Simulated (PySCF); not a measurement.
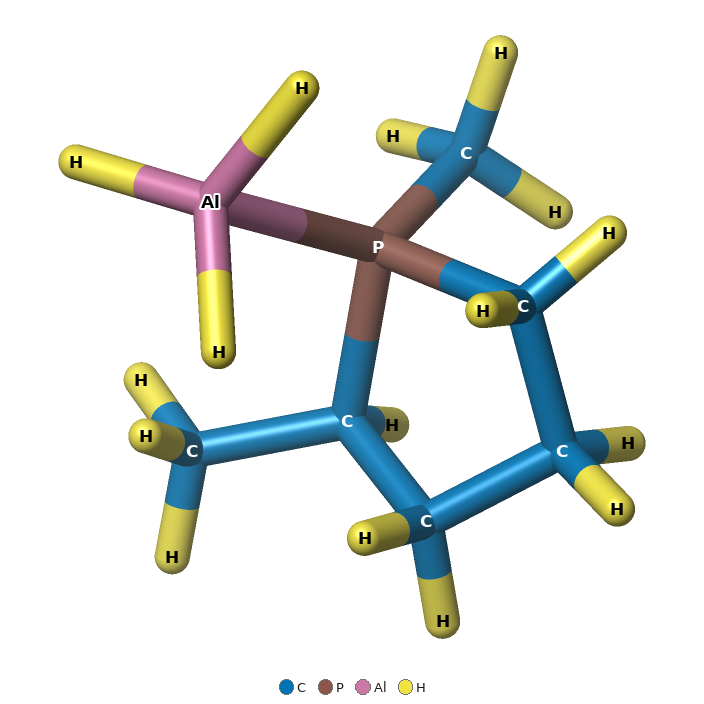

The geometry was computed by an optimisation with GFN2-xTB. No frequency run is at hand to confirm it as a minimum. Properties computed with PBE0/pcSseg-1, gas phase (PySCF 2.14.0).

What is the HOMO energy (Kohn–Sham orbital)?

Answer. −7.40 eV.

What is the HOMO–LUMO gap?

Answer. 7.42 eV.

Give the dipole moment at this level.

Answer. 5.37 D.

The geometry is semi-empirical. Around Al, P such bond lengths and angles can be off by a tenth of an ångström or more and by several degrees, and values that hang on the shape move with them.
